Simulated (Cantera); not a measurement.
Charge: 1 mol Si, 1 mol CO, 16 mol N2, at 20.0 bar.

These are equilibrium values from Cantera (NASA tables, ideal gas, pure condensed phases), not measurements of a reactor. Candidate condensed phases: C, Si, SiC, SiO2, Si2N2O, Si3N4; 34 gas species. N2 is the only nitrogen source here; it is nearly inert below about 1500 K, so the nitride shown seldom forms there in practice. Mutual solubility and eutectic melting of coexisting phases are not modelled. The tables hold silica as quartz up to 1696 K and as liquid above; real silica turns to tridymite and cristobalite and melts near 1996 K. Kinetics and transport are ignored.

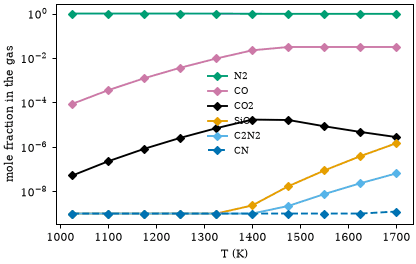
*Equilibrium gas composition (values under 1e-9 drawn at 1e-9)*

Read off the mole fractions at 1625 K.

N2 about 0.97, CO about 0.031, CO2 about 4.7e-6, SiO about 3.8e-7, C2N2 about 2.3e-8.
